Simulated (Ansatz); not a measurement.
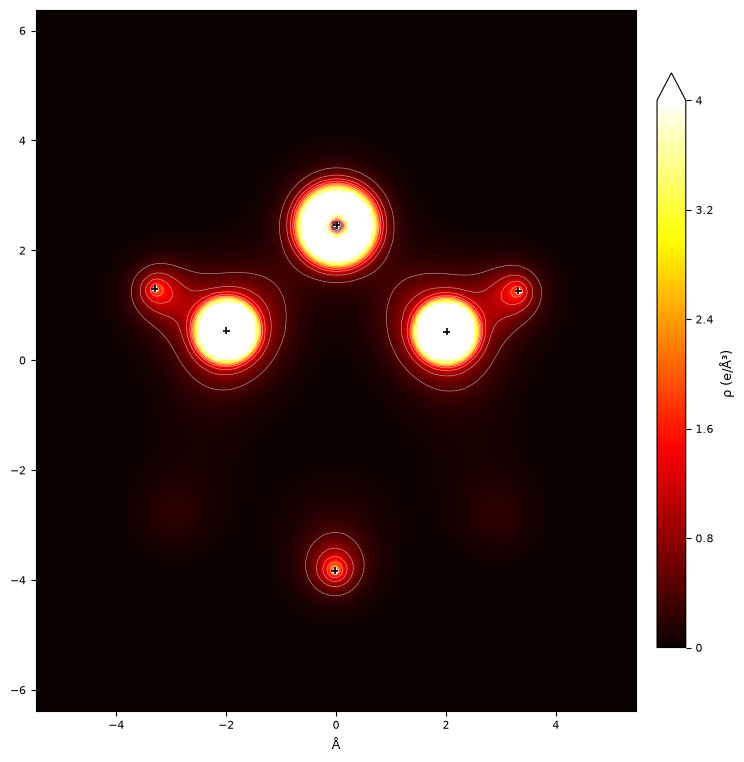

The electron density on a plane through atoms (crosses mark nuclei in the plane).

All numbers below come from UKS PBE0-D4/def2-TZVP in Ansatz 0.2.0.

Candidates:
A. As7In7 (charge +1, doublet)
B. As3H12In3 (charge +1, doublet)

> Which system is this?

Candidate B: As3H12In3 on the plane of atoms As1, In4 and As5, which holds As, In and H. As–H (1.51 Å): ρ at the midpoint is about 1.2 e/Å³. In–As (2.78 Å): ρ is about 0.32 e/Å³ halfway.
